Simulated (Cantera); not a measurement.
A closed system holds: 1 mol PbO, 6.7 mol H2, at 120 Pa.

These are equilibrium values from Cantera (NASA tables, ideal gas, pure condensed phases), not measurements of a reactor. Candidate condensed phases: H2O, Pb, PbO, PbO2, Pb3O4; 12 gas species. The numbers say what is thermodynamically allowed, not how fast it happens.

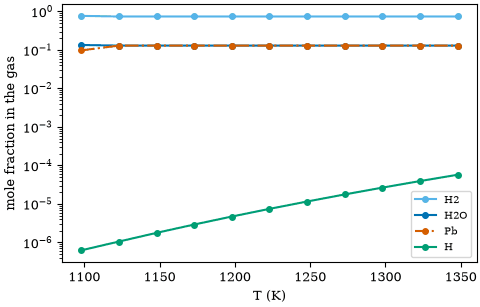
*Equilibrium gas composition (values under 1e-9 drawn at 1e-9)*

Read off the mole fractions at 1173 K.

H2 about 0.74, H2O about 0.13, Pb about 0.13, H about 2.9e-6.
